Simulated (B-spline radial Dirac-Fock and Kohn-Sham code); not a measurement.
Gold in charge state +3 (Au³⁺) in the configuration [Xe] 4f14 5d7 6s1, which is not the ground configuration. The calculation used independent-particle rates on relativistic LDA orbitals of the hole state (multipoles to L = 3), energies from Dirac–Fock ΔSCF (a B-spline radial atomic code). Widths ruled by Coster–Kronig decay come out up to twice the measured ones in this model.

A figure with this caption is to be made: «X-ray emission lines that fill an N3 (4p3/2) hole, broadened by a Lorentzian of 14 eV full width, on a logarithmic intensity axis. Multiplet splitting by the open shell is left out.» What will it show?

The strongest line is N3-N5 at 213.5 eV with 48.3 % of the photons, then N3-O1 at 438.2 eV (35 %), N3-O5 at 554.1 eV (8.1 %), N3-N4 at 195.4 eV (4.0 %), N3-P1 at 565.2 eV (3.1 %). The hole has a width of 9.06 eV and a fluorescence yield of 1.85 × 10⁻⁴.

The computed plot:

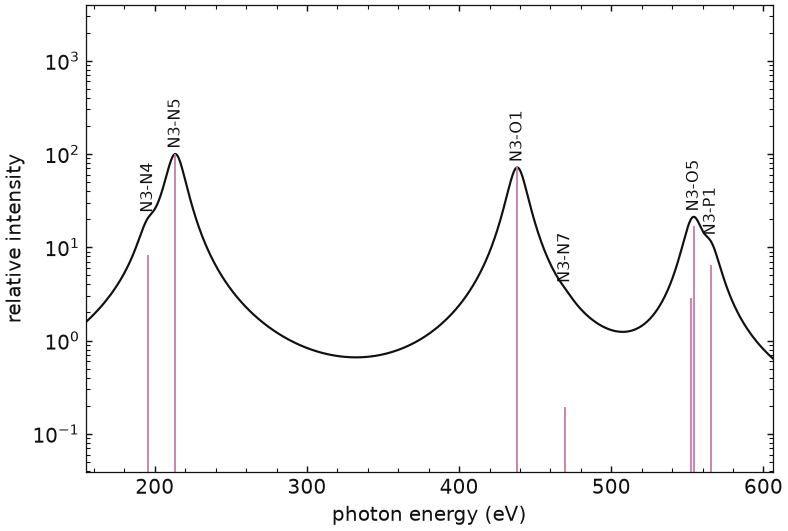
